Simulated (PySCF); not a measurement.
# One shape, several levels: singlet [InH2]+

Wanted: a comparison of 3 runs (BCCD(T)/ccECP-cc-pVDZ, CCSDT(Q)/ccECP-cc-pVDZ, QCISD(T)/ccECP-cc-pVDZ) of singlet [InH2]+. The job is set up through a Python script.

The results are computed with PySCF 2.14.0.

4 further runs of the same task are left out: 4 set aside as unsound or not needed.

## Step 1: The structure to begin with

[InH2]+ has 3 atoms, charge +1, and is taken as a singlet. SMILES of the parent species: `[InH2]`. The shape is that of a PBE0-D4/def2-TZVP optimisation. That shape belongs to the parent species and isn't relaxed for this state.

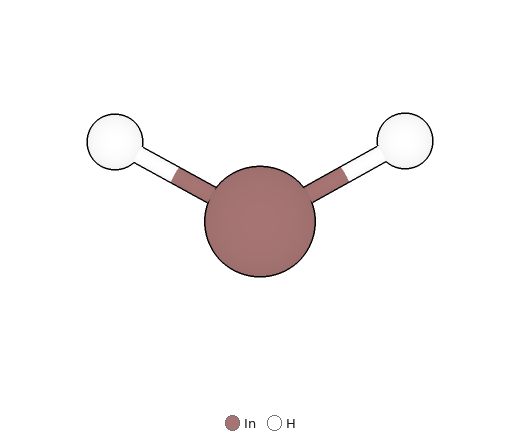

The structure, seen from a chosen angle (indium brown, hydrogen white).

## Step 2: The energy at BCCD(T)/ccECP-cc-pVDZ (core potential) (run 1)

job.py

```python
from pyscf import gto, scf, cc
from pyscf.cc.bccd import bccd_kernel_

mol = gto.Mole()
mol.atom = '''
In     0.726789    -0.803889     0.283081
H      1.306368     2.391259     0.985681
H     -2.053943    -1.709824    -1.293895
'''
mol.basis = 'ccecp-cc-pvdz'
mol.unit = 'bohr'
mol.ecp = {'In': 'ccecp', 'H': 'ccecp'}
mol.verbose = 3
mol.max_memory = 1860
mol.charge = 1
mol.build()

myscf = scf.RHF(mol)
myscf.conv_tol = 1e-10
myscf.kernel()
if not myscf.converged:
    myscf = myscf.newton().run(myscf.mo_coeff, myscf.mo_occ)

mycc = cc.CCSD(myscf).run()
mycc = bccd_kernel_(mycc, diis=True)
e_t = mycc.ccsd_t()
e_tot = mycc.e_tot + e_t
print('Final energy', e_tot)
```

Launch:

```sh
$ OMP_NUM_THREADS=1 python job.py
```

The program printed:

```text
converged SCF energy = -2.68759430988637
E(CCSD) = -2.756728047804603  E_corr = -0.06913373791823553
BCCD loop starts.

******** <class 'pyscf.cc.ccsd.CCSD'> ********
CC2 = 0
CCSD nocc = 2, nmo = 23
max_cycle = 50
direct = 0
conv_tol = 1e-07
conv_tol_normt = 1e-05
diis_space = 6
diis_start_cycle = 0
diis_start_energy_diff = 1e+09
Init E_corr(CCSD) = -0.0690857747537089
cycle = 1  E_corr(CCSD) = -0.0715483261988903  dE = -0.00246255145  norm(t1,t2) = 0.0302674
cycle = 2  E_corr(CCSD) = -0.0711078626397411  dE = 0.000440463559  norm(t1,t2) = 0.00682297
cycle = 3  E_corr(CCSD) = -0.0709501506444845  dE = 0.000157711995  norm(t1,t2) = 0.00324399
cycle = 4  E_corr(CCSD) = -0.0708211630652587  dE = 0.000128987579  norm(t1,t2) = 0.00128481
cycle = 5  E_corr(CCSD) = -0.0707870905944105  dE = 3.40724708e-05  norm(t1,t2) = 0.000423463
cycle = 6  E_corr(CCSD) = -0.0707806576661693  dE = 6.43292824e-06  norm(t1,t2) = 0.000115088
cycle = 7  E_corr(CCSD) = -0.0707798492279016  dE = 8.08438268e-07  norm(t1,t2) = 3.92294e-05
cycle = 8  E_corr(CCSD) = -0.0707799831930126  dE = -1.33965111e-07  norm(t1,t2) = 7.60902e-06
cycle = 9  E_corr(CCSD) = -0.07078002110553  dE = -3.79125174e-08  norm(t1,t2) = 1.99049e-06
CCSD converged
E(CCSD) = -2.756685101872108  E_corr = -0.07078002110553004
BCC iter:    0  E:      -2.756685101872  dE:    4.295e-05  |t1|:    2.303e-03

******** <class 'pyscf.cc.ccsd.CCSD'> ********
CC2 = 0
CCSD nocc = 2, nmo = 23
max_cycle = 50
direct = 0
conv_tol = 1e-07
conv_tol_normt = 1e-05
diis_space = 6
diis_start_cycle = 0
diis_start_energy_diff = 1e+09
Init E_corr(CCSD) = -0.0707678381074541
cycle = 1  E_corr(CCSD) = -0.0707716634063813  dE = -3.82529893e-06  norm(t1,t2) = 0.00205239
cycle = 2  E_corr(CCSD) = -0.0707647872112333  dE = 6.87619515e-06  norm(t1,t2) = 0.000375475
cycle = 3  E_corr(CCSD) = -0.070765460093615  dE = -6.72882382e-07  norm(t1,t2) = 0.000160605
cycle = 4  E_corr(CCSD) = -0.0707659243302105  dE = -4.64236595e-07  norm(t1,t2) = 3.32313e-05
cycle = 5  E_corr(CCSD) = -0.0707669225342315  dE = -9.98204021e-07  norm(t1,t2) = 1.1127e-05
cycle = 6  E_corr(CCSD) = -0.0707670064613876  dE = -8.39271561e-08  norm(t1,t2) = 2.11973e-06
CCSD converged
E(CCSD) = -2.756691633118784  E_corr = -0.07076700646138762
BCC iter:    1  E:      -2.756691633119  dE:   -6.531e-06  |t1|:    2.859e-04

******** <class 'pyscf.cc.ccsd.CCSD'> ********
CC2 = 0
CCSD nocc = 2, nmo = 23
max_cycle = 50
direct = 0
conv_tol = 1e-07
conv_tol_normt = 1e-05
diis_space = 6
diis_start_cycle = 0
diis_start_energy_diff = 1e+09
Init E_corr(CCSD) = -0.0707690245954578
cycle = 1  E_corr(CCSD) = -0.0707701223113734  dE = -1.09771592e-06  norm(t1,t2) = 0.000234642
cycle = 2  E_corr(CCSD) = -0.070770537325361  dE = -4.15013988e-07  norm(t1,t2) = 4.34823e-05
cycle = 3  E_corr(CCSD) = -0.0707710439978057  dE = -5.06672445e-07  norm(t1,t2) = 1.95057e-05
cycle = 4  E_corr(CCSD) = -0.0707707535832691  dE = 2.90414537e-07  norm(t1,t2) = 4.81589e-06
cycle = 5  E_corr(CCSD) = -0.0707705036685947  dE = 2.49914674e-07  norm(t1,t2) = 2.07878e-06
cycle = 6  E_corr(CCSD) = -0.0707704421594051  dE = 6.15091896e-08  norm(t1,t2) = 5.71642e-07
CCSD converged
E(CCSD) = -2.756690979054399  E_corr = -0.07077044215940514
BCC iter:    2  E:      -2.756690979054  dE:    6.541e-07  |t1|:    1.064e-05

******** <class 'pyscf.cc.ccsd.CCSD'> ********
CC2 = 0
CCSD nocc = 2, nmo = 23
max_cycle = 50
direct = 0
conv_tol = 1e-07
conv_tol_normt = 1e-05
diis_space = 6
diis_start_cycle = 0
diis_start_energy_diff = 1e+09
Init E_corr(CCSD) = -0.0707706091640993
cycle = 1  E_corr(CCSD) = -0.0707709372655567  dE = -3.28101457e-07  norm(t1,t2) = 8.75382e-06
cycle = 2  E_corr(CCSD) = -0.0707708526968173  dE = 8.45687394e-08  norm(t1,t2) = 1.60047e-06
CCSD converged
E(CCSD) = -2.756691043993691  E_corr = -0.07077085269681728
BCC iter:    3  E:      -2.756691043994  dE:   -6.494e-08  |t1|:    7.206e-07
CCSD(T) correction = -0.000896203262004502
Final energy -2.757587247255695
```

Run time: 1.6 s. Hardware: 1 thread of Arm Neoverse V1, shared host; peak memory 0.12 GiB.

## Step 3: A single-point energy at CCSDT(Q)/ccECP-cc-pVDZ (core potential) (run 2)

run.py

```python
from pyscf import gto, cc

system = gto.M(
    atom=[
    ('In', (0.384600, -0.425400, 0.149800)),
    ('H', (0.691300, 1.265400, 0.521600)),
    ('H', (-1.086900, -0.904800, -0.684700)),
],
    spin=0,
    basis='ccecp-cc-pvdz',
    verbose=4,
    charge=1,
    max_memory=1860,
    ecp='ccecp',
)

hf = system.RHF()
hf.conv_tol = 1e-10
hf.kernel()
if not hf.converged:
    hf = hf.newton().run(hf.mo_coeff, hf.mo_occ)

mycc = cc.CCSDT(hf)
mycc.kernel()
e_bracket, e_q = mycc.ccsdt_q()
energy = mycc.e_tot + e_q
print('E = %.10f Eh' % energy)
```

Launch:

```sh
$ OMP_NUM_THREADS=1 python run.py
```

The program printed:

```text
PySCF version 2.14.0

[INPUT] num. atoms = 3
[INPUT] num. electrons = 4
[INPUT] charge = 1
[INPUT] spin (= nelec alpha-beta = 2S) = 0
[INPUT] symmetry False subgroup None
[INPUT] Mole.unit = angstrom
[INPUT] Symbol           X                Y                Z      unit          X                Y                Z       unit  Magmom
[INPUT]  1 In     0.384600000000  -0.425400000000   0.149800000000 AA    0.726788667508  -0.803889493390   0.283080973460 Bohr   0.0
[INPUT]  2 H      0.691300000000   1.265400000000   0.521600000000 AA    1.306367669912   2.391259438025   0.985681146573 Bohr   0.0
[INPUT]  3 H     -1.086900000000  -0.904800000000  -0.684700000000 AA   -2.053943324790  -1.709824197506  -1.293895477490 Bohr   0.0

nuclear repulsion = 1.9791193527044
number of shells = 11
number of NR pGTOs = 73
number of NR cGTOs = 23
basis = ccecp-cc-pvdz
ecp = ccecp

[... 33 lines left out ...]
converged SCF energy = -2.68759428578669
[... 15 lines left out ...]
WARN: A large `blksize` is being used, which may cause large memory consumption
[... 3 lines left out ...]
WARN: A large `blksize_oovv` is being used, which may cause large memory consumption
[... 3 lines left out ...]
WARN: A large `blksize_oooo` is being used, which may cause large memory consumption
[... 7 lines left out ...]
Init t2, MP2 energy = -2.738216847033  E_corr(MP2) -0.050622561246
[... 13 lines left out ...]
RCCSDT converged
[... 5 lines left out ...]
E = -2.7579155254 Eh
```

Run time: 1.7 s. Hardware: 1 thread of Arm Neoverse V1, shared host; peak memory 0.13 GiB.

## Step 4: The energy at QCISD(T)/ccECP-cc-pVDZ (core potential) (run 3)

calc.py

```python
from pyscf import gto, cc

mol = gto.M(
    atom='''
In     0.726789    -0.803889     0.283081
H      1.306368     2.391259     0.985681
H     -2.053943    -1.709824    -1.293895
''',
    verbose=4,
    ecp={'In': 'ccecp', 'H': 'ccecp'},
    max_memory=1860,
    basis='ccecp-cc-pvdz',
    unit='bohr',
    spin=0,
    charge=1,
)

mf = mol.RHF()
mf.conv_tol = 1e-10
mf.kernel()
if not mf.converged:
    mf = mf.newton().run(mf.mo_coeff, mf.mo_occ)

mycc = cc.QCISD(mf)
mycc.kernel()
e_t = mycc.qcisd_t()
e_final = mycc.e_tot + e_t
print('E(%s) = %.9f' % ('QCISD(T)', e_final))
```

Launch:

```sh
$ OMP_NUM_THREADS=1 python calc.py
```

The program printed:

```text
PySCF version 2.14.0

[INPUT] num. atoms = 3
[INPUT] num. electrons = 4
[INPUT] charge = 1
[INPUT] spin (= nelec alpha-beta = 2S) = 0
[INPUT] symmetry False subgroup None
[INPUT] Mole.unit = bohr
[INPUT] Symbol           X                Y                Z      unit          X                Y                Z       unit  Magmom
[INPUT]  1 In     0.384600175947  -0.425399738909   0.149800014044 AA    0.726789000000  -0.803889000000   0.283081000000 Bohr   0.0
[INPUT]  2 H      0.691300174675   1.265399768207   0.521599922437 AA    1.306368000000   2.391259000000   0.985681000000 Bohr   0.0
[INPUT]  3 H     -1.086899828129  -0.904799895484  -0.684699747323 AA   -2.053943000000  -1.709824000000  -1.293895000000 Bohr   0.0

nuclear repulsion = 1.9791196615583
number of shells = 11
number of NR pGTOs = 73
number of NR cGTOs = 23
basis = ccecp-cc-pvdz
ecp = {'In': 'ccecp', 'H': 'ccecp'}

******** <class 'pyscf.scf.hf.RHF'> ********
method = RHF
initial guess = minao
damping factor = 0
level_shift factor = 0
DIIS = <class 'pyscf.scf.diis.CDIIS'>
diis_start_cycle = 1
diis_space = 8
diis_damp = 0
SCF conv_tol = 1e-10
SCF conv_tol_grad = None
SCF max_cycles = 50
direct_scf = True
direct_scf_tol = 1e-13
Set gradient conv threshold to 1e-05
Initial guess from minao.
init E= -2.5933204833227
  HOMO = -0.319781250928232  LUMO = -0.101681102673838  gap/eV = 5.93481
cycle= 1 E= -2.6700434812988  delta_E= -0.0767  |g|= 0.154  |ddm|= 2.25
  HOMO = -0.641852279172289  LUMO = -0.273766406950093  gap/eV = 10.01613
cycle= 2 E= -2.68654069944501  delta_E= -0.0165  |g|= 0.0345  |ddm|= 0.931
  HOMO = -0.636231864925442  LUMO = -0.255730875629636  gap/eV = 10.35396
cycle= 3 E= -2.68757645362249  delta_E= -0.00104  |g|= 0.00395  |ddm|= 0.297
  HOMO = -0.635500274901254  LUMO = -0.256327888540038  gap/eV = 10.31781
cycle= 4 E= -2.68759397400425  delta_E= -1.75e-05  |g|= 0.000532  |ddm|= 0.0248
  HOMO = -0.635688875421589  LUMO = -0.25632235565608  gap/eV = 10.32309
cycle= 5 E= -2.6875943072429  delta_E= -3.33e-07  |g|= 5.19e-05  |ddm|= 0.00243
  HOMO = -0.635664362228721  LUMO = -0.256333170621354  gap/eV = 10.32213
cycle= 6 E= -2.68759430988251  delta_E= -2.64e-09  |g|= 2.45e-06  |ddm|= 0.000293
  HOMO = -0.635666398609402  LUMO = -0.256332277338963  gap/eV = 10.32221
cycle= 7 E= -2.6875943098863  delta_E= -3.79e-12  |g|= 3.51e-07  |ddm|= 8.39e-06
  HOMO = -0.635666283259442  LUMO = -0.256332261503903  gap/eV = 10.32220
Extra cycle  E= -2.68759430988637  delta_E= -7.11e-14  |g|= 7.49e-08  |ddm|= 1.84e-06
converged SCF energy = -2.68759430988637

******** <class 'pyscf.cc.qcisd.QCISD'> ********
QCISD nocc = 2, nmo = 23
max_cycle = 50
direct = 0
conv_tol = 1e-07
conv_tol_normt = 1e-05
diis_space = 6
diis_start_cycle = 0
diis_start_energy_diff = 1e+09
Init t2, MP2 energy = -2.73821686756211  E_corr(MP2) -0.0506225576757433
Init E_corr(QCISD) = -0.0506225576757461
cycle = 1  E_corr(QCISD) = -0.0622480079226515  dE = -0.0116254502  norm(t1,t2) = 0.0416362
cycle = 2  E_corr(QCISD) = -0.0661217132821617  dE = -0.00387370536  norm(t1,t2) = 0.0200473
cycle = 3  E_corr(QCISD) = -0.0691782220952627  dE = -0.00305650881  norm(t1,t2) = 0.0110497
cycle = 4  E_corr(QCISD) = -0.0691965768116468  dE = -1.83547164e-05  norm(t1,t2) = 0.0027989
cycle = 5  E_corr(QCISD) = -0.0691456867051539  dE = 5.08901065e-05  norm(t1,t2) = 0.000794664
cycle = 6  E_corr(QCISD) = -0.0691648479561666  dE = -1.9161251e-05  norm(t1,t2) = 0.000255337
cycle = 7  E_corr(QCISD) = -0.0691634695052751  dE = 1.37845089e-06  norm(t1,t2) = 5.28185e-05
cycle = 8  E_corr(QCISD) = -0.0691646897842563  dE = -1.22027898e-06  norm(t1,t2) = 1.16306e-05
cycle = 9  E_corr(QCISD) = -0.0691648515408346  dE = -1.61756578e-07  norm(t1,t2) = 2.52398e-06
cycle = 10  E_corr(QCISD) = -0.0691648054425075  dE = 4.60983271e-08  norm(t1,t2) = 6.8204e-07
QCISD converged
E(QCISD) = -2.756759115328875  E_corr = -0.0691648054425075
QCISD(T) correction = -0.000834062286065016
E(QCISD(T)) = -2.757593178
```

Run time: 1.1 s. Hardware: 1 thread of Arm Neoverse V1, shared host; peak memory 0.12 GiB.

## Step 5: All runs side by side

| run | level | energy (Eh) | correlation energy (mEh) | (T) correction (mEh) | wall time |
| --- | --- | --- | --- | --- | --- |
| 1 | BCCD(T)/ccECP-cc-pVDZ (core potential) | -2.757587 | -70.0 | -0.90 | 1.6 s |
| 2 | CCSDT(Q)/ccECP-cc-pVDZ (core potential) | -2.757916 | -70.3 | – | 1.7 s |
| 3 | QCISD(T)/ccECP-cc-pVDZ (core potential) | -2.757593 | -70.0 | -0.83 | 1.1 s |

## Step 6: What came out

| quantity | value |
| --- | --- |
| run 3: total energy | -2.75759 Eh |
| run 3: HOMO energy (Hartree–Fock orbitals) | -17.30 eV |
| run 3: LUMO energy (Hartree–Fock orbitals) | -6.98 eV |
| run 3: HOMO–LUMO gap (Hartree–Fock orbitals) | 10.32 eV |
| run 3: correlation energy | -70.0 mEh |
| run 3: (T) correction | -0.83 mEh |
| run 3: T1 diagnostic | 0.019 |

All runs together took 4.4 s, the longest 1.7 s.
